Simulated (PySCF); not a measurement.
# CH11PSSi3: a tour of settings, part 2 of 2

PySCF 2.14.0. Atoms count from 0. The steps go on from the part before.

## (5) Indirect couplings: mPW1PW91/def2-SVP

Job settings and geometry (Å):

```
{"job": {"kind": "j", "xc": "mPW1PW91", "basis": "def2-SVP", "scf": {"aux": "def2-qzvpp-jkfit"}}, "charge": 0, "multiplicity": 1}
C      2.554147    -1.425064     0.605640
S      1.962363    -1.497274    -1.114809
Si     0.837228     0.318007    -1.235646
P     -0.317746     0.616496     0.639251
Si    -1.609579     2.301045    -0.016634
Si    -1.702888    -1.133695     0.618386
H      2.883239    -2.423325     0.873599
H      3.382778    -0.726946     0.671912
H      1.738791    -1.108444     1.251952
H      1.747708     1.456068    -1.357841
H      0.054650     0.136032    -2.451929
H     -2.314645     2.002286    -1.265229
H     -2.562686     2.529296     1.064809
H     -0.720998     3.443391    -0.210325
H     -2.585872    -0.945183     1.767051
H     -0.876223    -2.328071     0.772924
H     -2.477265    -1.202591    -0.623023
```

Level: mPW1PW91/def2-SVP indirect spin-spin coupling, non-relativistic, gas phase.

Log:

```text
final grid: 129752 points
cycle   1  E = -1652.2861086621  dE =  1.112e-01  |g| = 2.500e-01  |ddm| = 3.859e+00
cycle   2  E = -1652.2894244495  dE = -3.316e-03  |g| = 2.276e-01  |ddm| = 7.554e-01
cycle   3  E = -1652.3059351463  dE = -1.651e-02  |g| = 4.102e-02  |ddm| = 4.064e-01
cycle   4  E = -1652.3064676453  dE = -5.325e-04  |g| = 1.371e-02  |ddm| = 7.634e-02
cycle   5  E = -1652.3065322235  dE = -6.458e-05  |g| = 3.488e-03  |ddm| = 2.441e-02
cycle   6  E = -1652.3065358519  dE = -3.628e-06  |g| = 6.252e-04  |ddm| = 4.984e-03
cycle   7  E = -1652.3065359564  dE = -1.046e-07  |g| = 2.125e-04  |ddm| = 9.211e-04
cycle   8  E = -1652.3065359712  dE = -1.473e-08  |g| = 3.834e-05  |ddm| = 3.185e-04
cycle   9  E = -1652.3065359717  dE = -5.257e-10  |g| = 1.156e-05  |ddm| = 7.292e-05
converged SCF energy = -1652.3065359717

Indirect spin-spin couplings (Hz)
  i      j    bonds     total        FC       PSO       DSO        SD
  0 C    1 S    1    -10.279   -12.212     1.895     0.037         -
  0 C    2 Si   2      2.572     2.303     0.216    -0.010     0.063
  0 C    3 P    3     25.034    25.280    -0.383     0.071     0.065
  0 C    4 Si   4     -1.667    -1.653    -0.025     0.029    -0.018
  0 C    5 Si   4      0.244     0.251    -0.005    -0.006     0.005
  0 C    6 H    1    190.723   189.461     0.522     0.740         -
  0 C    7 H    1    184.051   182.759     0.534     0.759         -
  0 C    8 H    1    184.105   182.766     0.486     0.853         -
  0 C    9 H    3     -0.031    -0.041     0.037    -0.027         -
  0 C   10 H    3      5.714     6.020     0.094    -0.400         -
  0 C   11 H    5      0.485     0.602     0.053    -0.169         -
  0 C   13 H    5     -0.186    -0.122     0.030    -0.094         -
  0 C   15 H    5      0.259     0.085    -0.069     0.243         -
  0 C   16 H    5     -0.255    -0.155     0.053    -0.153         -
  1 S    2 Si   1     15.815    13.905     3.209    -0.021    -1.279
  1 S    3 P    2      0.473     0.325    -0.187     0.000     0.334
  1 S    4 Si   3     -0.134    -0.152     0.045     0.011    -0.038
  1 S    5 Si   3     -0.202    -0.248     0.051    -0.003    -0.002
  1 S    6 H    2      3.909     3.447     0.495    -0.032         -
  1 S    7 H    2      0.408     0.155     0.290    -0.037         -
  1 S    8 H    2      0.139    -0.348     0.506    -0.019         -
  1 S    9 H    2      1.978     2.028    -0.004    -0.046         -
  1 S   10 H    2      7.150     7.174    -0.007    -0.017         -
  1 S   15 H    4      0.189     0.136    -0.016     0.069         -
  2 Si   3 P    1     41.058    36.448     9.638    -0.142    -4.886
  2 Si   4 Si   2     -2.524    -2.689     0.145     0.013     0.007
  2 Si   5 Si   2     -3.832    -3.778     0.006     0.010    -0.070
  2 Si   6 H    3     -8.359    -8.473    -0.136     0.270    -0.019
  2 Si   7 H    3     -0.074    -0.161     0.056    -0.013     0.045
  2 Si   8 H    3     -4.359    -4.313     0.044    -0.166     0.075
  2 Si   9 H    1   -196.786  -196.969     0.826    -0.391    -0.252
  2 Si  10 H    1   -195.885  -196.011     0.786    -0.399    -0.261
  2 Si  11 H    3     -2.427    -2.371     0.010    -0.100     0.035
  2 Si  12 H    3     -9.684    -9.830    -0.082     0.230    -0.002
  2 Si  13 H    3     -0.469    -0.455     0.021    -0.072     0.038
  2 Si  14 H    3     -7.746    -7.902    -0.072     0.231    -0.003
  2 Si  15 H    3     -0.544    -0.538     0.000    -0.040     0.034
  2 Si  16 H    3     -2.195    -2.174     0.020    -0.078     0.036
  3 P    4 Si   1     27.123    25.850     7.097    -0.108    -5.717
  3 P    5 Si   1     32.948    32.508     6.577    -0.113    -6.024
  3 P    6 H    4      1.865     2.018     0.108    -0.191    -0.070
  3 P    7 H    4     -0.545    -0.604     0.019     0.051    -0.011
  3 P    8 H    4     -4.317    -4.787    -0.148     0.876    -0.257
  3 P    9 H    2     35.473    35.750    -0.192    -0.047    -0.038
  3 P   10 H    2     -1.906    -1.370    -0.223    -0.227    -0.086
  3 P   11 H    2      0.068     0.462    -0.054    -0.201    -0.139
  3 P   12 H    2     20.364    20.503    -0.074    -0.094     0.029
  3 P   13 H    2     19.633    19.745    -0.024    -0.089     0.002
  3 P   14 H    2     22.047    22.117    -0.034    -0.066     0.030
  3 P   15 H    2     17.488    17.421     0.088    -0.057     0.036
  3 P   16 H    2      0.202     0.519    -0.032    -0.180    -0.105
  4 Si   5 Si   2     -3.678    -3.610    -0.001     0.001    -0.068
  4 Si   8 H    5      0.269     0.326    -0.024     0.088    -0.121
  4 Si   9 H    3      0.128     0.122    -0.011    -0.026     0.044
  4 Si  10 H    3     -2.285    -2.253    -0.023    -0.052     0.043
  4 Si  11 H    1   -178.403  -178.468     0.512    -0.245    -0.203
  4 Si  12 H    1   -189.533  -189.704     0.615    -0.231    -0.213
  4 Si  13 H    1   -187.344  -187.491     0.593    -0.235    -0.211
  4 Si  14 H    3     -0.152    -0.183    -0.011     0.001     0.040
  4 Si  15 H    3     -7.237    -7.404    -0.074     0.243    -0.001
  4 Si  16 H    3     -2.655    -2.624    -0.018    -0.054     0.042
  5 Si   7 H    5      0.153     0.092    -0.087     0.130     0.017
  5 Si   8 H    5     -0.172    -0.096     0.083    -0.197     0.037
  5 Si   9 H    3     -5.065    -5.233    -0.083     0.252    -0.000
  5 Si  10 H    3     -2.030    -1.994    -0.031    -0.044     0.039
  5 Si  11 H    3     -2.755    -2.741    -0.013    -0.044     0.042
  5 Si  12 H    3     -0.171    -0.193    -0.007    -0.013     0.042
  5 Si  13 H    3     -7.793    -7.966    -0.074     0.249    -0.002
  5 Si  14 H    1   -186.109  -186.286     0.620    -0.240    -0.203
  5 Si  15 H    1   -192.163  -192.289     0.618    -0.266    -0.226
  5 Si  16 H    1   -180.705  -180.782     0.538    -0.256    -0.205
  6 H    7 H    2    -12.280   -12.098     2.310    -2.493         -
  6 H    8 H    2    -12.974   -12.951     2.207    -2.230         -
  6 H    9 H    4     -0.882    -0.314     0.681    -1.249         -
  6 H   10 H    4      0.486     1.379     0.619    -1.511         -
  6 H   11 H    6     -0.324     0.114     0.335    -0.773         -
  6 H   12 H    6     -0.401    -0.013     0.301    -0.690         -
  6 H   13 H    6     -0.364    -0.003     0.339    -0.700         -
  6 H   14 H    6     -0.323    -0.017     0.227    -0.533         -
  6 H   15 H    6      0.532     0.004    -0.189     0.717         -
  6 H   16 H    6     -0.369     0.021     0.277    -0.667         -
  7 H    8 H    2    -11.293   -11.343     2.186    -2.136         -
  7 H    9 H    4      1.046     0.605    -0.292     0.732         -
  7 H   10 H    4     -1.479    -0.455     0.473    -1.498         -
  7 H   11 H    6     -0.443    -0.006     0.251    -0.688         -
  7 H   12 H    6     -0.370     0.010     0.212    -0.593         -
  7 H   14 H    6     -0.451    -0.030     0.350    -0.771         -
  7 H   16 H    6     -0.461     0.074     0.417    -0.952         -
  8 H   10 H    4     -0.849     0.136     0.304    -1.290         -
  8 H   11 H    6     -0.456     0.042     0.123    -0.621         -
  8 H   12 H    6     -0.261     0.098     0.013    -0.372         -
  8 H   13 H    6     -0.259     0.006     0.013    -0.278         -
  8 H   14 H    6     -0.192    -0.033    -0.197     0.039         -
  8 H   15 H    6      1.167    -0.004    -0.913     2.083         -
  8 H   16 H    6     -0.471     0.014     0.025    -0.509         -
  9 H   10 H    2      5.385     6.631     0.490    -1.736         -
  9 H   11 H    4     -0.222    -0.098     0.086    -0.210         -
  9 H   12 H    4     -1.190    -0.413     0.289    -1.066         -
  9 H   13 H    4      0.775    -0.015    -0.309     1.099         -
  9 H   14 H    4      2.082     2.978     0.367    -1.263         -
  9 H   15 H    4     -1.337    -0.504     0.322    -1.155         -
  9 H   16 H    4     -1.125    -0.363     0.285    -1.046         -
 10 H   11 H    4      0.847    -0.102    -0.377     1.325         -
 10 H   12 H    4     -0.975    -0.243     0.280    -1.013         -
 10 H   14 H    4     -1.082    -0.343     0.284    -1.022         -
 10 H   15 H    4     -0.225    -0.116     0.068    -0.177         -
 10 H   16 H    4      1.059     0.212    -0.343     1.189         -
 11 H   12 H    2      1.096     2.495     0.585    -1.983         -
 11 H   13 H    2      0.863     2.205     0.574    -1.916         -
 11 H   14 H    4     -0.297    -0.101     0.115    -0.311         -
 11 H   15 H    4     -0.973    -0.285     0.257    -0.945         -
 11 H   16 H    4      1.022     0.130    -0.367     1.258         -
 12 H   13 H    2     -3.034    -1.496     0.620    -2.158         -
 12 H   14 H    4      0.647     0.033    -0.234     0.848         -
 12 H   15 H    4     -1.093    -0.306     0.290    -1.077         -
 13 H   14 H    4     -1.163    -0.377     0.298    -1.084         -
 13 H   15 H    4      2.735     3.616     0.358    -1.239         -
 13 H   16 H    4     -1.040    -0.307     0.279    -1.012         -
 14 H   15 H    2     -2.220    -0.781     0.571    -2.010         -
 14 H   16 H    2      1.069     2.462     0.573    -1.966         -
 15 H   16 H    2      0.244     1.566     0.526    -1.848         -
```

It took 56 s on 1 thread of Arm Neoverse V2, shared host; peak memory 0.91 GiB.

This basis has no tight s functions, so the Fermi-contact terms are rough.

A choice of the couplings up to four bonds, sorted by the number of bonds, with means over like pairs; isotopes 13C, 1H, 31P, 33S, 29Si:

```csv
pair,bonds,J (Hz),Fermi contact (Hz),dihedral (°)
Si2–H9,1,-196.3,-196.5,–
C0–H6,1,186.3,185.0,–
Si4–H11,1,-185.7,-185.8,–
Si2–P3,1,41.1,36.4,–
P3–Si4,1,30.0,29.2,–
S1–Si2,1,15.8,13.9,–
C0–S1,1,-10.3,-12.2,–
P3–H9,2,16.8,17.2,–
P3–H11,2,13.3,13.5,–
H6–H7,2,-12.2,-12.1,–
H9–H10,2,5.4,6.6,–
S1–H9,2,4.6,4.6,–
Si4–Si5,2,-3.7,-3.6,–
Si2–Si4,2,-3.2,-3.2,–
C0–Si2,2,2.6,2.3,–
S1–H6,2,1.5,1.1,–
C0–P3,3,25.0,25.3,-41
Si2–H6,3,-4.3,-4.3,–
Si2–H11,3,-3.8,-3.9,–
Si4–H14,3,-3.5,-3.5,–
C0–H9,3,2.8,3.0,–
Si4–H9,3,-2.3,-2.3,–
```

The spin-dipole term was solved for some atoms only; pairs without it lack that part.

The response was solved for the nuclei of C, H, P, Si alone, so couplings that need other nuclei can be missing.

Quadrupole couplings from the field gradients of the same density:

| atom | isotope | eQq/h (MHz) | η |
| --- | --- | --- | --- |
| S1 | 33S | 32.5 | 0.79 |

## (6) Excited states and response: CAM-B3LYP/3-21G

Settings changed since step 5:

```diff
@@ -1,2 +1,2 @@
-{"job": {"kind": "j", "xc": "mPW1PW91", "basis": "def2-SVP", "scf": {"aux": "def2-qzvpp-jkfit"}}, "charge": 0, "multiplicity": 1}
+{"job": {"kind": "uv", "xc": "CAM-B3LYP", "basis": "3-21G", "nstates": 1, "ntriplets": 5, "tda": false}, "charge": 0, "multiplicity": 1}
 C      2.554147    -1.425064     0.605640
```

With the program's defaults for keys left out, this is: TDDFT CAM-B3LYP/3-21G, vertical, gas phase, core orbitals frozen in the response.

Log:

```text
coarse grid: 16032 points
cycle   1  E = -1644.0183373565  dE = -7.316e-01  |g| = 2.916e-01  |ddm| = 3.609e+00
cycle   2  E = -1644.0411154984  dE = -2.278e-02  |g| = 2.100e-01  |ddm| = 9.655e-01
cycle   3  E = -1644.0558991250  dE = -1.478e-02  |g| = 2.173e-02  |ddm| = 3.631e-01
cycle   4  E = -1644.0560732494  dE = -1.741e-04  |g| = 8.034e-03  |ddm| = 4.862e-02
cycle   5  E = -1644.0560946948  dE = -2.145e-05  |g| = 2.040e-03  |ddm| = 1.499e-02
cycle   6  E = -1644.0560960291  dE = -1.334e-06  |g| = 7.236e-04  |ddm| = 4.068e-03
final grid: 129752 points
cycle   7  E = -1644.1467385597  dE = -6.806e-06  |g| = 1.918e-03  |ddm| = 1.137e-02
cycle   8  E = -1644.1467391761  dE = -6.164e-07  |g| = 1.385e-03  |ddm| = 4.621e-03
cycle   9  E = -1644.1467397248  dE = -5.487e-07  |g| = 1.685e-04  |ddm| = 1.815e-03
cycle  10  E = -1644.1467397342  dE = -9.457e-09  |g| = 3.718e-05  |ddm| = 2.848e-04
cycle  11  E = -1644.1467397348  dE = -5.712e-10  |g| = 1.229e-05  |ddm| = 1.057e-04
converged SCF energy = -1644.1467397348

Static polarisability (au): isotropic 115.181, principal 94.201 111.065 140.276

Singlet excitations
state   eV       nm        f      main configurations
  1   5.6521    219.4   0.00662   H->L+1 0.78, H->L 0.09

Triplet excitations (Tamm-Dancoff, eV): 5.2874 5.4245 5.6988 5.8298 5.9278
```

Run time: 10 s. Hardware: 1 thread of Arm Neoverse V2, shared host; peak memory 0.7 GiB.

This run: HOMO -7.92 eV, LUMO 0.86 eV; lowest singlet 5.65 eV.

## (7) Side by side: electronic excitations

Excitations and ground-state properties, with basis size and wall time:

```csv
run,lowest singlet (eV),brightest (eV),f,gap (eV),α (Å³),μ (D),functions,time
HCTH407/def2-SVPD in acetone,4.74,4.74,0.012,4.69,31.69,1.69,231,29 s
B97-2/def2-SVPD in chloroform,5.18,5.18,0.017,6.25,27.78,1.60,231,41 s
X3LYP/6-311G**,5.06,5.06,0.011,6.13,19.88,1.36,214,58 s
CAM-B3LYP/3-21G,5.65,5.65,0.007,8.78,17.07,1.87,96,10 s
```

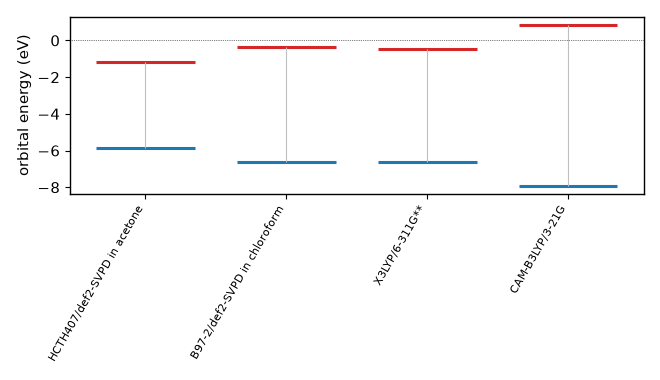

HOMO (blue) and LUMO (red) run by run.

## (8) What came out

The summary covers parts 1 to 2.

```
                                         quantity                        value
               lowest singlet (HCTH407/def2-SVPD)  4.74 eV (262 nm), f = 0.012
                                   lowest triplet                      4.57 eV
largest coupling of the table (mPW1PW91/def2-SVP)   1J(Si,H) Si2–H9, -196.3 Hz
                      range of the lowest singlet              4.74 to 5.65 eV
```

What this shows: Single values in the summary come from the first run of each kind that ended normally (HCTH407/def2-SVPD; mPW1PW91/def2-SVP), which need not be the best level. The lowest singlet, at 4.74 eV, is HOMO→LUMO 0.99 and is weak. The lowest triplet lies 0.17 eV below the lowest singlet (triplets in Tamm-Dancoff, singlets in full TDDFT). In the run at mPW1PW91/def2-SVP, the largest coupling of the table is Si2–H9 (mean over like pairs), -196.3 Hz, of which the Fermi-contact term gives -196.5 Hz. Couplings across rotatable bonds belong to this one conformer; where others are populated, the observed values are averages. The lowest singlet runs from 4.74 eV (HCTH407/def2-SVPD in acetone) to 5.65 eV (CAM-B3LYP/3-21G), while the orbital gap spans 4.69 to 8.78 eV. The lowest state need not be the same one in every run. The runs solved for a few states only, so the brightest column depends on that window. Couplings from bases without tight functions are rough.
